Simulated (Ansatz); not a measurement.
# Ti: response to strain

Aim: deform Ti (equal xx and yy strain of -1 %) and compute stress, forces and field gradients with LAPW, PAW and all-electron datasets made for the crystal.

Computed with Ansatz 0.2.0 (DFT PBEsol, scalar-relativistic, unless a step's input says otherwise).

## 1. The structure to begin with

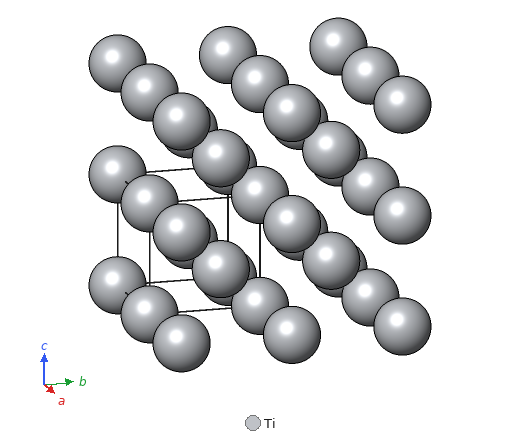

Start, viewed slightly off an axis; titanium light grey. 2×2×2 cells are drawn. Atoms on the faces are drawn again on the opposite ones. The cell drawn here is the conventional one.

Coordinates:

```
Ti
1.0
    -1.64100    1.64100    1.64100
     1.64100   -1.64100    1.64100
     1.64100    1.64100   -1.64100
Ti
1
Cartesian
  0.0000 0.0000 0.0000
```

## 2. The deformed structure

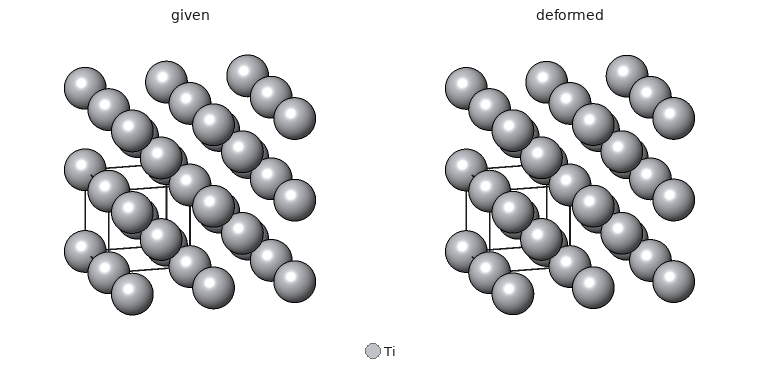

Given and deformed, at one scale.

Space group Im-3m before, I4/mmm after.

## 3. LAPW, all electrons

input.yaml

```yaml
crystal:
  lattice:
    - [-1.62459, 1.62459, 1.641]
    - [1.62459, -1.62459, 1.641]
    - [1.62459, 1.62459, -1.641]
  atoms:
    - { symbol: Ti, position: [0.0, 0.0, 0.0] }
kpoints:
  mp_grid: { grid: [17, 17, 17] }
  band_path:
    path:
      - [0.0, 0.0, 0.0]
      - [0.0, 0.0, 0.5]
      - [0.25, 0.25, 0.25]
      - [0.0, 0.5, 0.0]
      - [0.0, 0.0, 0.0]
      - [0.5, 0.5, -0.5]
      - [0.495025, 0.504975, -0.495025]
      - [-0.495025, 0.495025, 0.495025]
      - [0.0, 0.0, 0.0]
    npoints: 5
scf:
  occupations: { method: fermi_dirac, width: 0.08 }
hamiltonian:
  xc: pbesol
  pseudopotentials: { kind: all_electron, lapw: { basis_error: 0.001 } }
output:
  forces: true
  stress: true
  eigenvalues: true
```

Run with:

```sh
> ansatz run input.yaml --threads 1 --pin off --max-ram 3072MiB --backend cpu --events-out ev --progress --plain --runs-dir out
```

The log of the run (excerpt; [...] marks lines left out):

```text
LAPW: plane waves up to 7.775 Å⁻¹, error target 1.0e-3 eV per atom; small_component_spin mean_spin; Ti in spheres of 1.412 Å, 12 of its electrons in bands, Dirac shells []
[...]
Pseudopotentials: kind: all_electron
Pseudopotential: Ti, LAPW, valence charge 12, Koelling and Harmon's equation, gaussian nucleus
Functional definition: PBEsol
[...]
Crystal: 1 atoms, lattice volume = 17.324 Å³
Basis set: ecut = 230.2949967749588 eV, 141 PW (Γ), exchange–correlation at level 2
Bands: 10, of which v1, the nominal top of the filled ones, is band 6 counted from 1 (5 counted from 0)
Symmetry: 16 space group operations
Space group: I4/mmm (ITA 139), of the structure as read, at distance tolerance 2.6e-5 Å
k-points: 405 of 4913
[...]
SCF iter   1: F=—  HF=-23207.656117 eV  |F-HF|=—  |Δ(HF+E_count)|=         —  Δρ=2.36e-2  dr2=7.28e-2  ethr=6.02e-4  ⟨swp⟩=2.8  Hψ=29778  notcnv=0
[...]
SCF iter   6: F=-23207.480016 eV  HF=-23207.480016 eV  |F-HF|=7.56e-9  |Δ(HF+E_count)|=   3.73e-7  Δρ=2.30e-6  dr2=5.06e-10  ethr=4.55e-10  ⟨swp⟩=2.8  Hψ=12611  notcnv=0
[...]
NSCF: frozen V_eff on 41 k-points
SCF converged after 6 iterations
Free energy (F): -23207.480016 eV
[...]
E sigma→0 (E₀):  -23207.455579 eV
Entropy (-TS):   -0.048874 eV (-48.874 meV/atom)
Fermi energy:    13.451414 eV
[...]
--- Forces (eV/Å), atoms counted from 1 ---
  atom   1  Ti     0.00000000     0.00000000    -0.00000000
[...]
--- Stress (GPa, compression-positive) ---
       -4.714174       0.000000       0.000000
        0.000000      -4.714174       0.000000
        0.000000       0.000000      -4.484589
  P = ⅓ Tr σ = -4.6376 GPa (-46.376 kbar)
--- Band table (eV; the first three rows and the last of 405) ---
  k-point 0: bands = ["-42.7970", "-18.7609", "-18.7609", "-18.7602", "7.5123", "14.4208", "14.4208", "14.4921", "16.1851", "16.2686"]
[...]
```

It took 17 s on 1 thread of Arm Neoverse V2, shared host; peak memory 0.39 GiB.

This run gives: pressure -4.64 GPa; no gap.

## 4. PAW on the default files

input.yaml

```yaml
crystal:
  lattice:
    - [-1.62459, 1.62459, 1.641]
    - [1.62459, -1.62459, 1.641]
    - [1.62459, 1.62459, -1.641]
  atoms:
    - { symbol: Ti, position: [0.0, 0.0, 0.0] }
kpoints:
  mp_grid: { grid: [17, 17, 17] }
scf:
  occupations: { method: fermi_dirac, width: 0.08 }
hamiltonian:
  xc: pbesol
  pseudopotentials: { kind: paw }
output:
  forces: true
  stress: true
  eigenvalues: true
  efg: { contact_densities: true }
```

Run with:

```sh
> ansatz run input.yaml --threads 1 --pin off --max-ram 3072MiB --backend cpu --events-out ev --progress --plain --runs-dir out
```

The log of the run (excerpt; [...] marks lines left out):

```text
[...]
Pseudopotentials: kind: paw
Pseudopotential: Ti, paw, valence charge 12, recommended cutoff 420 eV (normal)
Functional definition: PBEsol
[...]
Crystal: 1 atoms, lattice volume = 17.324 Å³
Basis set: ecut = 420 eV, 321 PW (Γ), exchange–correlation on 40×40×40 points (8 copies of the dense FFT grid, shifted against one another)
Bands: 10, of which v1, the nominal top of the filled ones, is band 6 counted from 1 (5 counted from 0)
Symmetry: 16 space group operations
Space group: I4/mmm (ITA 139), of the structure as read, at distance tolerance 2.6e-5 Å
k-points: 405 of 4913
[...]
SCF iter   1: F=—  HF=-2473.805329 eV  |F-HF|=—  |Δ(HF+E_count)|=         —  Δρ=4.95e-3  dr2=2.48e-3  ethr=1.77e-3  ⟨swp⟩=4.4  Hψ=21487  notcnv=0
[...]
SCF iter   6: F=-2473.804309 eV  HF=-2473.804309 eV  |F-HF|=7.73e-12  |Δ(HF+E_count)|=  9.13e-10  Δρ=7.01e-7  dr2=3.00e-11  ethr=8.62e-11  ⟨swp⟩=1.2  Hψ=12244  notcnv=0
[...]
SCF converged after 6 iterations
Free energy (F): -2473.804309 eV
[...]
E sigma→0 (E₀):  -2473.779867 eV
Entropy (-TS):   -0.048884 eV (-48.884 meV/atom)
Fermi energy:    13.035858 eV
[...]
--- Forces (eV/Å), atoms counted from 1 ---
  atom   1  Ti    -0.00000000     0.00000000     0.00000000
[...]
--- Stress (GPa, compression-positive) ---
       -4.707341      -0.000000      -0.000000
       -0.000000      -4.707341      -0.000000
        0.000000       0.000000      -4.479324
  P = ⅓ Tr σ = -4.6313 GPa (-46.313 kbar)
--- PAW observables at the nuclei: V_zz in 10²¹ V/m², potentials from the cell's mean, atoms counted from 1 ---
  atom   1  Ti V_zz =    -0.002490   η = 0.0000   by run symmetry: allowed
            electrostatic potential = -2531.060342 V   contact ρ = 56644.504004 e/Å³
--- Band table (eV; the first three rows and the last of 405) ---
  k-point 0: bands = ["-43.2127", "-19.1754", "-19.1754", "-19.1747", "7.0968", "14.0051", "14.0051", "14.0764", "15.7694", "15.8529"]
[...]
```

Wall time 4.1 s (1 thread of Arm Neoverse V2, shared host); peak memory 0.38 GiB.

Result: pressure -4.63 GPa; no gap.

## 5. Datasets made for this crystal

input.yaml: that of step 4 with these lines changed.

```diff
@@ -13,3 +13,3 @@
   xc: pbesol
-  pseudopotentials: { kind: paw }
+  pseudopotentials: { kind: all_electron, datasets: crystal }
 output:
```

Run with:

```sh
> ansatz run input.yaml --threads 1 --pin off --max-ram 3072MiB --backend cpu --events-out ev --progress --plain --runs-dir out
```

The log of the run (excerpt; [...] marks lines left out):

```text
[...]
band count auto-derived: 7 (N_el = 4.0; filled up to band 2; 6 by the electrons, moments and atoms)
[...]
Pseudopotentials: kind: all_electron
Pseudopotential: Ti, paw, valence charge 12, recommended cutoff 260 eV (normal), Koelling and Harmon's equation, gaussian nucleus
Functional definition: PBEsol
[...]
Crystal: 1 atoms, lattice volume = 17.324 Å³
Basis set: ecut = 260 eV, 177 PW (Γ), exchange–correlation on 30×30×30 points (8 copies of the dense FFT grid, shifted against one another)
Bands: 7, of which v1, the nominal top of the filled ones, is band 2 counted from 1 (1 counted from 0)
Symmetry: 16 space group operations
Space group: I4/mmm (ITA 139), of the structure as read, at distance tolerance 2.6e-5 Å
k-points: 405 of 4913
[...]
Fermi energy:    13.451335 eV
[...]
  The terms above E_closure are by the made datasets' own strengths, without shells solved beside the bands.
--- Forces (eV/Å), atoms counted from 1 ---
  atom   1  Ti     0.00000000     0.00000000     0.00000000
[...]
--- Stress (GPa, compression-positive) ---
       -4.713641       0.000000       0.000000
        0.000000      -4.713641      -0.000000
        0.000000      -0.000000      -4.484010
  P = ⅓ Tr σ = -4.6371 GPa (-46.371 kbar)
  It holds what live shells' own plane waves past their cutoff add
--- PAW observables at the nuclei: V_zz in 10²¹ V/m², potentials from the cell's mean, atoms counted from 1 ---
  atom   1  Ti V_zz =    -0.001422   η = 0.0000   by run symmetry: allowed
            electrostatic potential = -2529.635007 V   contact ρ = 56691.416281 e/Å³
--- Band table (eV; the first three rows and the last of 405) ---
  k-point 0: bands = ["7.5123", "14.4207", "14.4207", "14.4920", "16.1850"]
[...]
```

It took 9.2 s on 1 thread of Arm Neoverse V2, shared host; peak memory 0.41 GiB.

In short: pressure -4.64 GPa; no gap.

## 6. Stress and forces compared

Stress (GPa, compression positive):

```
          method     xx     yy     zz    yz    xz    xy
            LAPW  -4.71  -4.71  -4.48  0.00  0.00  0.00
             PAW  -4.71  -4.71  -4.48  0.00  0.00  0.00
crystal datasets  -4.71  -4.71  -4.48  0.00  0.00  0.00
```

| method | pressure (GPa) | SCF cycles, all passes |
| --- | --- | --- |
| LAPW | -4.64 | 6 |
| PAW | -4.63 | 6 |
| crystal datasets | -4.64 | 7 |

## 7. What came out

```
                                 quantity                                              value
                                 pressure  LAPW -4.64, PAW -4.63, crystal datasets -4.64 GPa
largest shear or deviatoric stress (LAPW)                                           0.15 GPa
```

The largest part of the stress beyond the pressure is 0.15 GPa in size, in the zz component. No run of the undeformed cell stands beside it, so the pressure holds what the given cell had before the change. PAW: stress within 0.01 GPa of LAPW. Crystal datasets: stress within 0.01 GPa of LAPW.
